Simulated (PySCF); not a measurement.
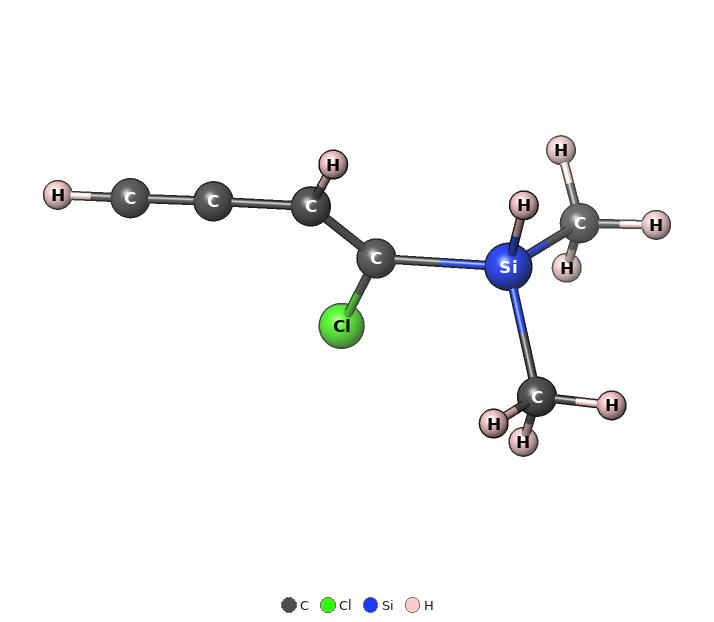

Depth is shown by fading: the farther an atom, the more it takes the colour of the background. The geometry was computed by an optimisation with GFN2-xTB. No frequency run is at hand to confirm it as a minimum.

Question: Which symmetry elements does this geometry have?

Answer: It has 1 mirror plane, so the point group is Cs. The group has 2 operations. The geometry is achiral, and symmetry allows a dipole moment.
